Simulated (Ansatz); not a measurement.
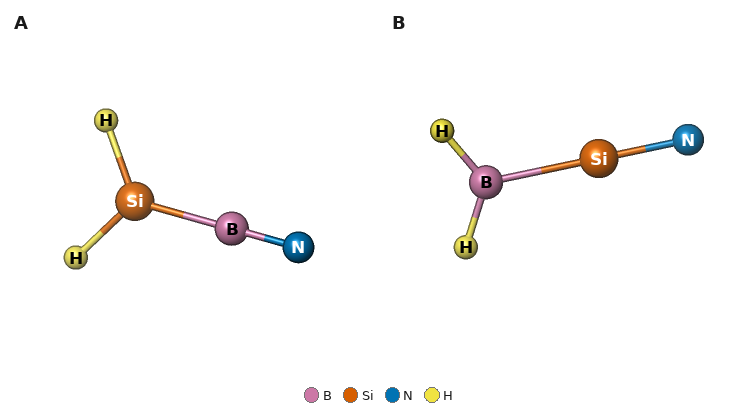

2 stationary structures of one formula. Geometries: PBE0-D4/def2-TZVP. Electronic energies: RHF-CCSD(T) (frozen core)/def2-TZVPP (Ansatz 0.2.0), without zero-point energy. No frequency run is at hand to confirm each as a minimum.

Which structure is the most stable?

Answer. A is lowest; B lies 12.5 kcal/mol above it.
